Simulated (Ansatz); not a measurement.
## Single-point calculation of WN₃H₄Cl

The run: single-point calculation of WN₃H₄Cl. Method and program: RKS PBE0-D4/def2-TZVPP (Ansatz 0.2.0).

The geometry comes from this level: PBE0-D4/def2-TZVP.

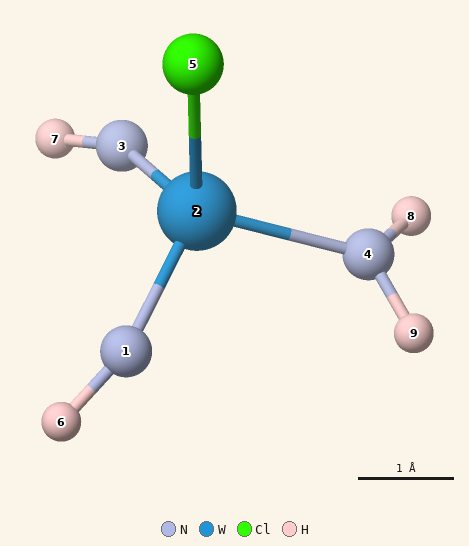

The input geometry (ball-and-stick view, seen at a tilt; atoms are numbered from 1 in the order of the input). Sticks mark near contacts. Bond lengths as drawn: Cl–W 2.30 Å, H–N 1.01 Å and N–W 1.75 to 1.94 Å.

**Summary**

```json
{"quantity": "outcome", "value": "converged"}
{"quantity": "total energy", "value": "−18880.7011 eV"}
{"quantity": "mean-field energy", "value": "−18880.4813 eV"}
{"quantity": "dispersion energy", "value": "−0.2197 eV"}
{"quantity": "SCF solution under orbital rotations", "value": "stable"}
{"quantity": "HOMO", "value": "−7.67 eV"}
{"quantity": "LUMO", "value": "−1.13 eV"}
{"quantity": "hardware", "value": "4 threads of Arm Neoverse V2, 23 GiB of memory available, shared host"}
{"quantity": "wall time", "value": "2.6 s (CPU time 9.6 s)"}
{"quantity": "peak memory", "value": "0.63 GiB"}
```

**Input**
```yaml
crystal:
  periodic: [false, false, false]
  atoms:
    - {symbol: N, position_ang: [-1.192448, 1.225527, -0.384071]}
    - {symbol: W, position_ang: [0.258377, 0.375956, 0.092899]}
    - {symbol: N, position_ang: [1.237987, -0.140403, -1.259279]}
    - {symbol: N, position_ang: [-0.313649, -1.233021, 1.014822]}
    - {symbol: Cl, position_ang: [1.518001, 1.757731, 1.434511]}
    - {symbol: H, position_ang: [-1.844618, 1.655950, -1.020544]}
    - {symbol: H, position_ang: [1.503182, -0.225371, -2.227892]}
    - {symbol: H, position_ang: [0.153852, -2.120944, 0.916126]}
    - {symbol: H, position_ang: [-1.232183, -1.341625, 1.416329]}
basis:
  gaussian: {orbitals: def2-TZVPP}
hamiltonian: {xc: pbe0, dispersion: d4}
output: {orbitals: {seedname: orbitals}}
```

Command:
```bash
ansatz run in.yaml --threads 4 --pin off --events-out ev --progress --plain --max-ram 10444MiB
```

**Output**
```
Functional definition: PBE0
  name "PBE0"
  cite "Adamo & Barone, J. Chem. Phys. 110, 6158 (1999) doi:10.1063/1.478522"
  cite "Perdew, Burke & Ernzerhof, Phys. Rev. Lett. 77, 3865 (1996) doi:10.1103/PhysRevLett.77.3865"
  parent pbe
  parameter a = 0.25
  parameter kappa = 0.804
  parameter beta = 0.06672455060314922
  exchange = (1 - a)*pbe_x(kappa = kappa, mu = beta*pi^2/3) + a*exact_x
  correlation = pbe_c(beta = beta)
1426 factors; their error is unknown
mean field evaluation 1: about -18858.6838 eV, gradient 1.1e2 eV
mean field evaluation 2: about -18729.7207 eV, gradient 2.6e2 eV
mean field evaluation 4: about -18879.2809 eV, gradient 2.3e1 eV
mean field evaluation 8: about -18880.4274 eV, gradient 2.2e-1 eV
mean field evaluation 16: about -18880.4813 eV, gradient 3.3e-4 eV
mean field -18880.48131381 eV, -693.8448906326 hartree, gradient 6.9e-5 eV, S^2 0.000000; 0 other end points of the search recorded, 0 dependent functions left out
reference -18880.48134556 eV, -693.8448917995 hartree; 28, 28 occupied and 219, 219 virtual orbitals, 1426 factors
Total energy: -18880.70105446 eV, -693.8529659526 hartree
```

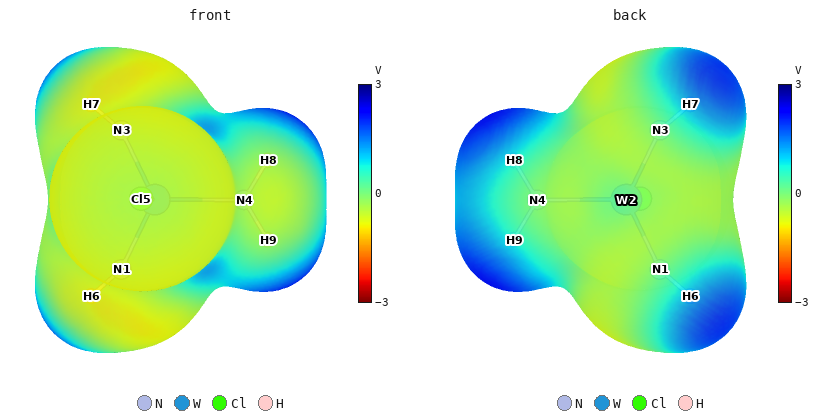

The electrostatic potential painted on the density surface at 0.002 e/bohr³, seen face on and from behind; the colour scale runs from red (negative) to blue (positive).

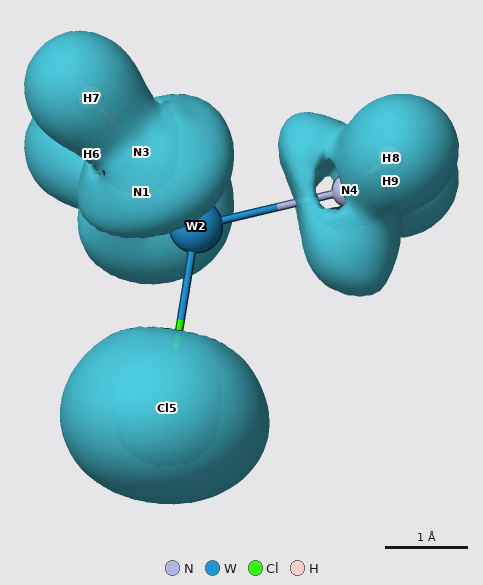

Isosurface of the electron localisation function at 0.75 (cyan), seen from the side. Only the valence region is drawn (cores and ρ < 0.01 e/Å³ removed). Values along the shortest contacts: W–N (1.75 Å): the ELF peaks at about 0.75 in the valence shell of N, 0.6 Å from its nucleus, and drops to about 0.35 between the two atoms. W–Cl (2.30 Å): the ELF peaks at about 0.85 in the valence shell of Cl, 0.8 Å from its nucleus, and is about 0.45 at the midpoint.

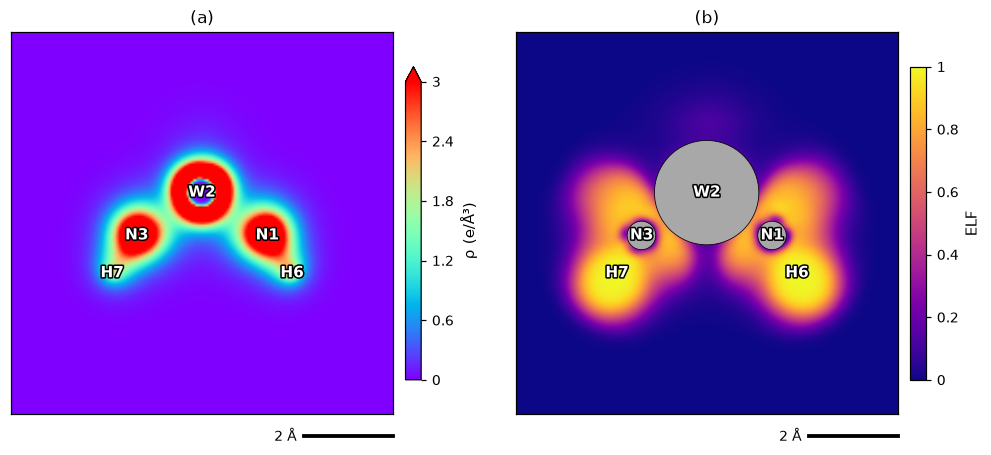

(a) electron density; (b) electron localisation function on the plane of atoms W2, N1 and H6. Grey discs, where drawn, cover atomic cores. Atoms in the plane: N, W and H. N–H (1.01 Å): ρ at the midpoint is about 2.9 e/Å³, with its minimum of 2.3 e/Å³ about 0.8 Å from N; the ELF climbs to about 1 towards the hydrogen, as it does in any bond to H; a covalent bond by its length.

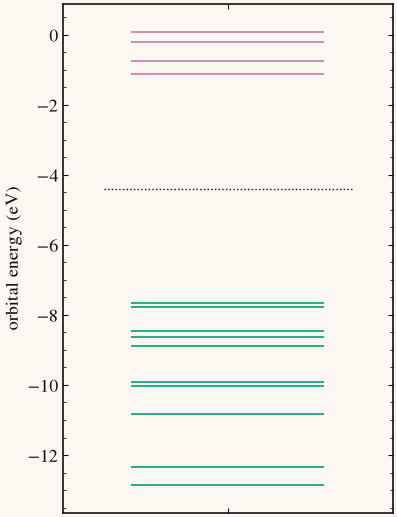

Orbital energies near the frontier; the dotted line parts filled from empty levels, and levels within 0.02 eV of each other stand side by side. Highest filled −7.67 eV, lowest empty −1.13 eV, 6.54 eV apart.
